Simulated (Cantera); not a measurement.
Charge: 1 mol PbO, 2 mol CO, 1.1 mol H2, equilibrated at 0.100 bar.

These are equilibrium values from Cantera (NASA tables, ideal gas, pure condensed phases), not measurements of a reactor. Candidate condensed phases: C, C6H6, C7H8, C8H18, H2O, Pb, PbO, PbO2, Pb3O4; 113 gas species. Kinetics and transport are ignored.

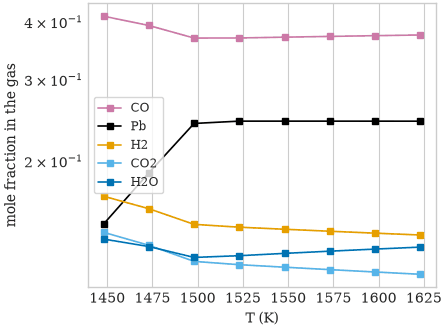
Fig. 1. Equilibrium gas composition (values under 1e-9 drawn at 1e-9)

Task: Read off the mole fractions at 1498 K.

Result: CO about 0.37, Pb about 0.24, H2 about 0.15, H2O about 0.12, CO2 about 0.12.
